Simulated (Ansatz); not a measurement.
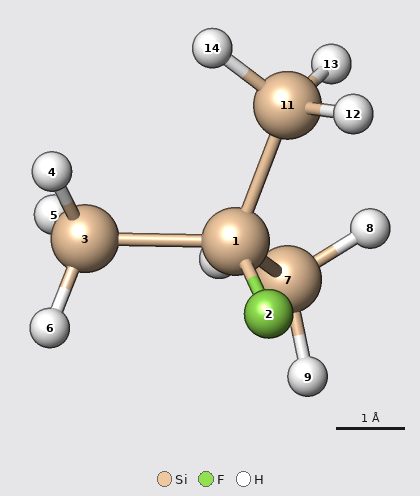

Fig. 1: The structure as given in the input (ball-and-stick view, seen at a tilt; atoms are numbered from 1 in the order of the input). Bond lengths as drawn: F–Si 1.59 Å, H–Si 1.46 Å and Si–Si 2.22 Å.

# Geometry relaxation, with input and output: Si$_{4}$H$_{9}$F (part 1 of 2)

- system: Si$_{4}$H$_{9}$F
- method: RKS PBE/STO-3G (Ansatz 0.2.0)

It belongs to a series of runs on one base structure; here: start relaxed. Figures and captions count atoms from 1; the log counts them from 0 in places.

## What the program printed
```
The last accepted step is kept in [file] (removed where the run ends without a failure and the disk answers)
Engine: ansatz 0.2.0, x86_64-unknown-linux-gnu
Functional definition: PBE
  parameter kappa = 0.804
  parameter beta = 0.06672455060314922
  exchange = pbe_x(kappa = kappa, mu = beta*pi^2/3)
  correlation = pbe_c(beta = beta)
651 factors; integrals over basis functions are off by at most 1.4e-5 eV
mean field evaluation 1: about -33946.5553 eV, gradient 2.9e1 eV
mean field evaluation 2: about -33943.1183 eV, gradient 4.6e1 eV
mean field evaluation 4: about -33949.4064 eV, gradient 1.8e0 eV
mean field evaluation 8: about -33949.3531 eV, gradient 4.9e-2 eV
mean field -33949.35314457 eV, -1247.6157163651 hartree, gradient 1.3e-5 eV, S^2 0.000000; 0 other end points of the search recorded, 0 dependent functions left out
the calculation of the forces begins
reference -33949.35317058 eV, -1247.6157173209 hartree; 37, 37 occupied and 13, 13 virtual orbitals, 651 factors
relax step   1: F+E_penalty+E_count = -33949.35314457 eV  Δ(F+E_penalty+E_count) = +0.000e0 eV  max|allowed force component| = 3.518e0 eV/Å  Δτ_max = 0.0000 Å  (21 SCF iters, accepted)
these checks for a lower state are left out or cut short: starts, cluster_reference, orbital_swaps, neighbouring_geometries, increment
651 factors; integrals over basis functions are off by at most 1.0e-5 eV
mean field evaluation 16: about -33949.6696 eV, gradient 4.7e-2 eV
mean field -33949.59933522 eV, -1247.6247637045 hartree, gradient 8.0e-5 eV, S^2 0.000000; 0 other end points of the search recorded, 0 dependent functions left out
[... from here on the field's lines of each further geometry are left out, up to the last ...]
relax step   2: F+E_penalty+E_count = -33949.59933522 eV  Δ(F+E_penalty+E_count) = -2.462e-1 eV  max|allowed force component| = 1.706e0 eV/Å  Δτ_max = 0.1873 Å  (21 SCF iters, accepted)
relax step   3: F+E_penalty+E_count = -33949.67030916 eV  Δ(F+E_penalty+E_count) = -7.097e-2 eV  max|allowed force component| = 7.161e-1 eV/Å  Δτ_max = 0.0526 Å  (21 SCF iters, accepted)
relax step   4: F+E_penalty+E_count = -33949.68159759 eV  Δ(F+E_penalty+E_count) = -1.129e-2 eV  max|allowed force component| = 2.034e-2 eV/Å  Δτ_max = 0.0519 Å  (20 SCF iters, accepted)
relax step   5: F+E_penalty+E_count = -33949.68727377 eV  Δ(F+E_penalty+E_count) = -5.676e-3 eV  max|allowed force component| = 1.230e-2 eV/Å  Δτ_max = 0.1044 Å  (18 SCF iters, accepted)
relax step   6: F+E_penalty+E_count = -33949.68663612 eV  Δ(F+E_penalty+E_count) = +6.376e-4 eV  max|allowed force component| = 2.739e-1 eV/Å  Δτ_max = 0.1953 Å  (19 SCF iters, rejected (line search))
relax step   7: F+E_penalty+E_count = -33949.69178266 eV  Δ(F+E_penalty+E_count) = -4.509e-3 eV  max|allowed force component| = 5.646e-2 eV/Å  Δτ_max = 0.0950 Å  (19 SCF iters, accepted)
relax step   8: F+E_penalty+E_count = -33949.69491794 eV  Δ(F+E_penalty+E_count) = -3.135e-3 eV  max|allowed force component| = 1.196e-1 eV/Å  Δτ_max = 0.0975 Å  (19 SCF iters, accepted)
relax step   9: F+E_penalty+E_count = -33949.69502073 eV  Δ(F+E_penalty+E_count) = -1.028e-4 eV  max|allowed force component| = 1.982e-1 eV/Å  Δτ_max = 0.0951 Å  (20 SCF iters, accepted)
relax step  10: F+E_penalty+E_count = -33949.69941072 eV  Δ(F+E_penalty+E_count) = -4.390e-3 eV  max|allowed force component| = 1.692e-1 eV/Å  Δτ_max = 0.0495 Å  (20 SCF iters, accepted)
relax step  11: F+E_penalty+E_count = -33949.70606890 eV  Δ(F+E_penalty+E_count) = -6.658e-3 eV  max|allowed force component| = 8.036e-3 eV/Å  Δτ_max = 0.0757 Å  (20 SCF iters, accepted)
relax step  12: F+E_penalty+E_count = -33949.70957417 eV  Δ(F+E_penalty+E_count) = -3.505e-3 eV  max|allowed force component| = 5.904e-2 eV/Å  Δτ_max = 0.1123 Å  (19 SCF iters, accepted)
relax step  13: F+E_penalty+E_count = -33949.70484840 eV  Δ(F+E_penalty+E_count) = +4.726e-3 eV  max|allowed force component| = 3.097e-1 eV/Å  Δτ_max = 0.1819 Å  (19 SCF iters, rejected (line search))
relax step  14: F+E_penalty+E_count = -33949.70157739 eV  Δ(F+E_penalty+E_count) = +7.997e-3 eV  max|allowed force component| = 4.648e-1 eV/Å  Δτ_max = 0.0772 Å  (21 SCF iters, rejected (line search))
relax step  15: F+E_penalty+E_count = -33949.71114942 eV  Δ(F+E_penalty+E_count) = -1.575e-3 eV  max|allowed force component| = 2.407e-2 eV/Å  Δτ_max = 0.0386 Å  (20 SCF iters, accepted)
relax step  16: F+E_penalty+E_count = -33949.71353917 eV  Δ(F+E_penalty+E_count) = -2.390e-3 eV  max|allowed force component| = 3.807e-2 eV/Å  Δτ_max = 0.0975 Å  (19 SCF iters, accepted)
relax step  17: F+E_penalty+E_count = -33949.71284201 eV  Δ(F+E_penalty+E_count) = +6.972e-4 eV  max|allowed force component| = 2.015e-1 eV/Å  Δτ_max = 0.1465 Å  (20 SCF iters, rejected (line search))
relax step  18: F+E_penalty+E_count = -33949.71517502 eV  Δ(F+E_penalty+E_count) = -1.636e-3 eV  max|allowed force component| = 5.070e-2 eV/Å  Δτ_max = 0.0708 Å  (20 SCF iters, accepted)
relax step  19: F+E_penalty+E_count = -33949.71624447 eV  Δ(F+E_penalty+E_count) = -1.069e-3 eV  max|allowed force component| = 5.681e-2 eV/Å  Δτ_max = 0.0733 Å  (20 SCF iters, accepted)
relax step  20: F+E_penalty+E_count = -33949.71664018 eV  Δ(F+E_penalty+E_count) = -3.957e-4 eV  max|allowed force component| = 1.383e-1 eV/Å  Δτ_max = 0.0909 Å  (19 SCF iters, accepted)
relax step  21: F+E_penalty+E_count = -33949.71772482 eV  Δ(F+E_penalty+E_count) = -1.085e-3 eV  max|allowed force component| = 1.069e-1 eV/Å  Δτ_max = 0.0150 Å  (19 SCF iters, accepted)
relax step  22: F+E_penalty+E_count = -33949.71916735 eV  Δ(F+E_penalty+E_count) = -1.443e-3 eV  max|allowed force component| = 4.157e-3 eV/Å  Δτ_max = 0.0449 Å  (21 SCF iters, accepted)
relax step  23: F+E_penalty+E_count = -33949.71993732 eV  Δ(F+E_penalty+E_count) = -7.700e-4 eV  max|allowed force component| = 3.091e-2 eV/Å  Δτ_max = 0.0758 Å  (20 SCF iters, accepted)
relax step  24: F+E_penalty+E_count = -33949.71978035 eV  Δ(F+E_penalty+E_count) = +1.570e-4 eV  max|allowed force component| = 1.252e-1 eV/Å  Δτ_max = 0.1076 Å  (19 SCF iters, rejected (line search))
relax step  25: F+E_penalty+E_count = -33949.72048716 eV  Δ(F+E_penalty+E_count) = -5.498e-4 eV  max|allowed force component| = 2.814e-2 eV/Å  Δτ_max = 0.0524 Å  (20 SCF iters, accepted)
relax step  26: F+E_penalty+E_count = -33949.72047659 eV  Δ(F+E_penalty+E_count) = +1.057e-5 eV  max|allowed force component| = 9.870e-2 eV/Å  Δτ_max = 0.0980 Å  (20 SCF iters, rejected (line search))
the calculation of the forces begins
reference -33949.72091979 eV, -1247.6292318551 hartree; 37, 37 occupied and 13, 13 virtual orbitals, 651 factors
relax step  27: F+E_penalty+E_count = -33949.72089408 eV  Δ(F+E_penalty+E_count) = -4.069e-4 eV  max|allowed force component| = 1.974e-2 eV/Å  Δτ_max = 0.0479 Å  (20 SCF iters, accepted)
651 factors; integrals over basis functions are off by at most 2.3e-5 eV
mean field evaluation 160: about -33949.7209 eV, gradient 3.0e-5 eV
```

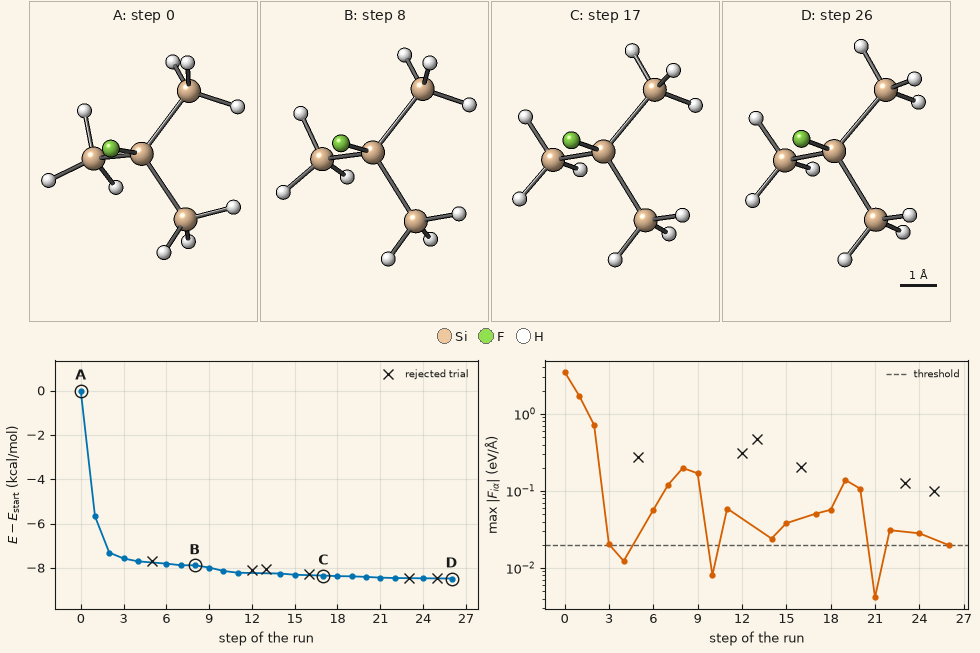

Fig. 2: Frames of the relaxation (ball-and-stick view, seen at a tilt) above the curves, on which the letters mark them (the first geometry is step 0 here and step 1 in the log).

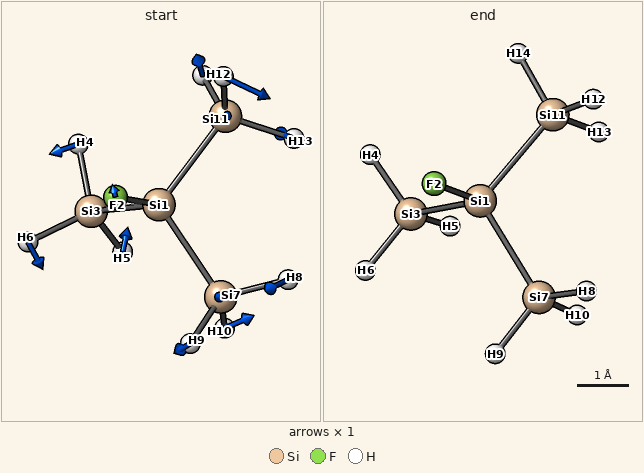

Fig. 3: Before (left) and after (right) the relaxation, at one scale (ball-and-stick view, seen at a tilt). The blue arrows give the displacements, at true length. The largest move after the best rigid fit is that of H12, 1.08 Å. Largest moves by element: H 1.08 Å, F 0.28 Å, Si 0.24 Å. Among the contacts that change: Si1–F2 1.590 → 1.677 Å, Si1–Si11 2.218 → 2.283 Å. Among the angles that change: Si1–Si3–H6 109.5° → 112.1°, Si1–Si3–H4 109.5° → 112.0°, H4–Si3–H5 109.4° → 107.3°. Over 26 geometry steps the energy falls by 8.48 kcal/mol. The largest force component goes from 3.5 to 0.02 eV/Å. The line search rejected the trial steps at points 5, 12, 13, 16, 23, 25 (counted from 0) and went back. (Atoms are counted from 1 in the order of the input.)

```
mean field -33949.72089408 eV, -1247.6292309102 hartree, gradient 5.8e-5 eV, S^2 0.000000; 1 other end points of the search recorded, 0 dependent functions left out
the calculation of the forces begins
reference -33949.72091979 eV, -1247.6292318551 hartree; 37, 37 occupied and 13, 13 virtual orbitals, 651 factors
Total energy: -33949.72091979 eV, -1247.6292318551 hartree
Atom 0 at     0.009827    -0.073230     0.019611 Å, force    -0.001007     0.003759    -0.012741 eV/Å
Atom 1 at     0.031805    -0.262224     1.685612 Å, force     0.001296    -0.004213     0.013674 eV/Å
Atom 2 at     2.153591     0.054111    -0.754362 Å, force    -0.000382    -0.001033    -0.001599 eV/Å
Atom 3 at     2.931737    -1.125139    -0.401938 Å, force     0.000449    -0.002236     0.000681 eV/Å
Atom 4 at     2.160466     0.160534    -2.206832 Å, force    -0.001030     0.000887    -0.002062 eV/Å
Atom 5 at     2.858029     1.215907    -0.230618 Å, force    -0.000305     0.002613     0.002280 eV/Å
Atom 6 at    -1.111192     1.844139    -0.507544 Å, force     0.000416     0.000237    -0.003406 eV/Å
Atom 7 at    -2.506319     1.795497    -0.093274 Å, force    -0.001935    -0.001675     0.001954 eV/Å
Atom 8 at    -0.511002     3.016613     0.113312 Å, force     0.002168     0.000638     0.001365 eV/Å
Atom 9 at    -1.093213     2.058365    -1.947967 Å, force    -0.000813     0.000769    -0.001670 eV/Å
Atom 10 at    -1.043837    -1.861852    -0.930336 Å, force    -0.010241    -0.017662    -0.010028 eV/Å
Atom 11 at    -2.367330    -2.080591    -0.361536 Å, force     0.017249     0.004950    -0.008142 eV/Å
Atom 12 at    -1.216193    -1.646123    -2.361235 Å, force     0.004708    -0.002934     0.019740 eV/Å
Atom 13 at    -0.286969    -3.095908    -0.765395 Å, force    -0.010574     0.015902    -0.000045 eV/Å
Dipole moment:    -0.000182     0.004244    -0.036637 e Å
```

## Trajectory as extended XYZ (Å, eV, eV/Å), 27 frames, from step=1 to step=27
```
14
Properties=species:S:1:pos:R:3:forces:R:3 step=1 energy=-33949.35315
Si    0.0000    0.0000    0.0000    0.0540   0.0456  -2.2528
F     0.0000    0.0000    1.5900   -0.0011  -0.0104   3.5177
Si    2.0935    0.0000   -0.7393    0.7267  -0.0342  -0.2222
H     2.5508   -1.3762   -0.9079    0.1855   0.1741  -0.0544
H     2.1573    0.6939   -2.0222    0.1804  -0.0941   0.0775
H     2.9510    0.6823    0.2255    0.1106  -0.0652  -0.1920
Si   -1.0456    1.8115   -0.7393   -0.4115   0.6452  -0.2441
H    -2.4302    1.4780   -1.0607    0.0543   0.2563  -0.0363
H    -1.0215    2.8436    0.2931   -0.0971   0.0689  -0.1962
H    -0.3743    2.3069   -1.9374   -0.1903   0.1067   0.0664
Si   -1.0456   -1.8115   -0.7393   -0.3570  -0.6675  -0.3015
H    -1.7029   -2.4846    0.3772   -0.0311  -0.0936  -0.1960
H    -2.0454   -1.4265   -1.7311    0.0176  -0.2370   0.0383
H    -0.0777   -2.7173   -1.3511   -0.2409  -0.0948  -0.0045
14
Properties=species:S:1:pos:R:3:forces:R:3 step=2 energy=-33949.59933
Si    0.0012    0.0037    0.0385    0.0031  -0.0587  -1.7055
F    -0.0013   -0.0071    1.6679   -0.0142  -0.0093   1.5511
Si    2.1649   -0.0072   -0.7193    0.4551   0.0192  -0.1311
H     2.7272   -1.3409   -0.9172   -0.2049   0.0056   0.0846
H     2.3073    0.6604   -2.0082   -0.1647   0.0179   0.0308
H     3.0975    0.6724    0.1751   -0.1681   0.0175   0.0565
Si   -1.0885    1.8738   -0.7203   -0.2312   0.3973  -0.1458
H    -2.4909    1.6551   -1.0669    0.1065  -0.1783   0.0896
H    -1.1006    2.9702    0.2436    0.1013  -0.1385   0.0676
H    -0.4842    2.4273   -1.9272    0.1055  -0.1396   0.0423
Si   -1.0726   -1.8708   -0.7341   -0.2284  -0.4003  -0.1528
H    -1.7639   -2.5995    0.3243    0.0606   0.1274   0.0715
H    -2.0949   -1.5851   -1.7362    0.0783   0.1664   0.0597
H    -0.1916   -2.8523   -1.3624    0.1011   0.1736   0.0817
14
Properties=species:S:1:pos:R:3:forces:R:3 step=3 energy=-33949.67031
Si    0.0001   -0.0080    0.0165   -0.0074   0.0523  -0.7161
F    -0.0122   -0.0126    1.6727    0.0104  -0.0183   0.6538
Si    2.1650    0.0090   -0.7306    0.0540  -0.0628   0.0054
H     2.6850   -1.3420   -0.9097   -0.0138   0.0497   0.0132
H     2.2690    0.6825   -2.0193   -0.0271  -0.0176   0.0247
H     3.0650    0.6980    0.1872   -0.0573  -0.0057  -0.0106
Si   -1.0745    1.8725   -0.7300   -0.0657   0.0272  -0.0122
H    -2.4707    1.6071   -1.0590    0.0511   0.0086   0.0204
H    -1.0632    2.9438    0.2596    0.0235  -0.0487  -0.0134
H    -0.4428    2.3960   -1.9351   -0.0087  -0.0282   0.0248
Si   -1.0844   -1.8804   -0.7402    0.0000  -0.0503  -0.0334
H    -1.7647   -2.5831    0.3414    0.0233   0.0398  -0.0086
H    -2.0955   -1.5514   -1.7384    0.0395   0.0114   0.0265
H    -0.1665   -2.8313   -1.3576   -0.0217   0.0427   0.0254
14
Properties=species:S:1:pos:R:3:forces:R:3 step=4 energy=-33949.68160
Si   -0.0019   -0.0103   -0.0071    0.0020  -0.0140  -0.0028
F    -0.0081   -0.0233    1.6709   -0.0071  -0.0169  -0.0146
Si    2.1658    0.0041   -0.7314    0.0032   0.0095   0.0023
H     2.7128   -1.3390   -0.8680   -0.0097   0.0059   0.0139
H     2.2700    0.6478   -2.0337    0.0042  -0.0034  -0.0037
H     3.0289    0.7352    0.1865    0.0010   0.0063  -0.0119
Si   -1.0799    1.8734   -0.7269    0.0021   0.0073   0.0014
H    -2.4867    1.6293   -1.0154    0.0073  -0.0052   0.0144
H    -1.0175    2.9339    0.2696    0.0053   0.0043  -0.0070
H    -0.4721    2.3868   -1.9468   -0.0038   0.0004  -0.0036
Si   -1.0827   -1.8820   -0.7579    0.0011   0.0069   0.0203
H    -1.7684   -2.5553    0.3367   -0.0112  -0.0098  -0.0105
H    -2.0839   -1.5561   -1.7639   -0.0005   0.0043  -0.0040
H    -0.1670   -2.8444   -1.3550    0.0062   0.0043   0.0057
14
Properties=species:S:1:pos:R:3:forces:R:3 step=5 energy=-33949.68727
Si   -0.0044   -0.0183   -0.0025    0.0010   0.0019   0.0068
F    -0.0187   -0.0571    1.6750    0.0030  -0.0012  -0.0101
Si    2.1634    0.0101   -0.7254    0.0058  -0.0032  -0.0036
H     2.7389   -1.3267   -0.7846   -0.0009   0.0085   0.0105
H     2.2521    0.5792   -2.0634   -0.0042  -0.0092   0.0017
H     3.0122    0.8133    0.1441   -0.0061   0.0038  -0.0033
Si   -1.0776    1.8734   -0.7071   -0.0056   0.0063  -0.0014
H    -2.5025    1.6530   -0.9149    0.0078   0.0009   0.0123
H    -0.9401    2.9571    0.2564    0.0050  -0.0001  -0.0028
H    -0.5244    2.3442   -1.9698   -0.0066  -0.0093   0.0029
Si   -1.0808   -1.8808   -0.7791   -0.0017  -0.0066  -0.0078
H    -1.8144   -2.5453    0.2898   -0.0025   0.0036  -0.0063
H    -2.0415   -1.5477   -1.8221    0.0080   0.0014  -0.0020
H    -0.1529   -2.8542   -1.3389   -0.0029   0.0031   0.0032
14
Properties=species:S:1:pos:R:3:forces:R:3 step=6 energy=-33949.68664 accepted=F
Si   -0.0086   -0.0322    0.0054    0.0056   0.0121   0.0195
F    -0.0282   -0.1061    1.6816   -0.0033  -0.0096  -0.0145
Si    2.1587    0.0155   -0.7136    0.2335   0.0368  -0.0738
H     2.7944   -1.3042   -0.6304   -0.0949   0.2439  -0.0164
H     2.2163    0.4479   -2.1149    0.0120  -0.0918   0.2501
H     2.9724    0.9534    0.0704   -0.1476  -0.1855  -0.1631
Si   -1.0775    1.8716   -0.6689   -0.1151   0.2000  -0.0684
H    -2.5340    1.6982   -0.7276    0.2739   0.0492   0.0136
H    -0.7995    2.9959    0.2329   -0.0566  -0.1978  -0.1777
H    -0.6242    2.2594   -2.0095   -0.1033  -0.0540   0.2334
Si   -1.0744   -1.8771   -0.8240   -0.0937  -0.0600  -0.0208
H    -1.8936   -2.5154    0.2040    0.0591   0.0437  -0.0894
H    -1.9608   -1.5302   -1.9331    0.0820  -0.0278   0.0849
H    -0.1314   -2.8765   -1.3150   -0.0515   0.0406   0.0227
14
Properties=species:S:1:pos:R:3:forces:R:3 step=7 energy=-33949.69178
Si   -0.0055   -0.0246    0.0012    0.0074  -0.0014   0.0098
F    -0.0214   -0.0829    1.6781    0.0018   0.0036  -0.0110
Si    2.1617    0.0132   -0.7207    0.0565  -0.0009  -0.0140
H     2.7655   -1.3143   -0.7102   -0.0174   0.0493   0.0069
H     2.2397    0.5146   -2.0882   -0.0071  -0.0244   0.0469
H     2.9935    0.8789    0.1076   -0.0324  -0.0253  -0.0334
Si   -1.0776    1.8724   -0.6887   -0.0377   0.0424  -0.0139
H    -2.5161    1.6718   -0.8227    0.0527   0.0120   0.0138
H    -0.8755    2.9759    0.2433    0.0000  -0.0370  -0.0331
H    -0.5776    2.3054   -1.9889   -0.0218  -0.0228   0.0454
Si   -1.0780   -1.8788   -0.7995   -0.0232  -0.0090  -0.0151
H    -1.8566   -2.5296    0.2469    0.0103   0.0149  -0.0224
H    -1.9987   -1.5359   -1.8762    0.0212  -0.0094   0.0136
H    -0.1440   -2.8661   -1.3245   -0.0102   0.0080   0.0064
14
Properties=species:S:1:pos:R:3:forces:R:3 step=8 energy=-33949.69492
Si   -0.0049   -0.0311    0.0037   -0.0226   0.0063   0.0339
F    -0.0247   -0.1035    1.6804    0.0008  -0.0091  -0.0237
Si    2.1628    0.0158   -0.7144    0.0886   0.0164  -0.0387
H     2.7944   -1.2990   -0.6361   -0.0378   0.1031  -0.0031
H     2.2236    0.4492   -2.1085    0.0090  -0.0432   0.1046
H     2.9765    0.9440    0.0680   -0.0665  -0.0744  -0.0697
Si   -1.0807    1.8691   -0.6696   -0.0306   0.0895  -0.0254
H    -2.5304    1.6954   -0.7292    0.1196   0.0169   0.0117
H    -0.8080    2.9881    0.2298   -0.0240  -0.0807  -0.0821
H    -0.6314    2.2603   -2.0036   -0.0517  -0.0199   0.0974
Si   -1.0768   -1.8745   -0.8226   -0.0221  -0.0308  -0.0105
H    -1.8992   -2.5087    0.2018    0.0252   0.0226  -0.0429
H    -1.9565   -1.5294   -1.9340    0.0414  -0.0077   0.0387
H    -0.1353   -2.8758   -1.3083   -0.0292   0.0110   0.0099
14
Properties=species:S:1:pos:R:3:forces:R:3 step=9 energy=-33949.69502
Si   -0.0097   -0.0359    0.0063    0.0723  -0.0570   0.0665
F    -0.0274   -0.1344    1.6841   -0.0023   0.0287  -0.1004
Si    2.1562    0.0172   -0.7140    0.1982   0.0223  -0.0086
H     2.8185   -1.2798   -0.5669   -0.0778   0.1605  -0.0152
H     2.2248    0.3843   -2.1290   -0.0170  -0.0451   0.1611
H     2.9435    1.0003    0.0324   -0.0816  -0.1217  -0.1117
Si   -1.0754    1.8737   -0.6542   -0.1660   0.1271  -0.0335
H    -2.5306    1.7106   -0.6354    0.1862   0.0464  -0.0015
H    -0.7502    3.0106    0.2085   -0.0268  -0.1414  -0.1026
H    -0.6970    2.2398   -2.0200   -0.0363  -0.0615   0.1647
Si   -1.0666   -1.8785   -0.8397   -0.1266   0.0075  -0.0367
H    -1.9379   -2.4896    0.1597    0.0433   0.0309  -0.0641
H    -1.9018   -1.5123   -1.9797    0.0448  -0.0465   0.0544
H    -0.1370   -2.9060   -1.2946   -0.0102   0.0499   0.0275
```
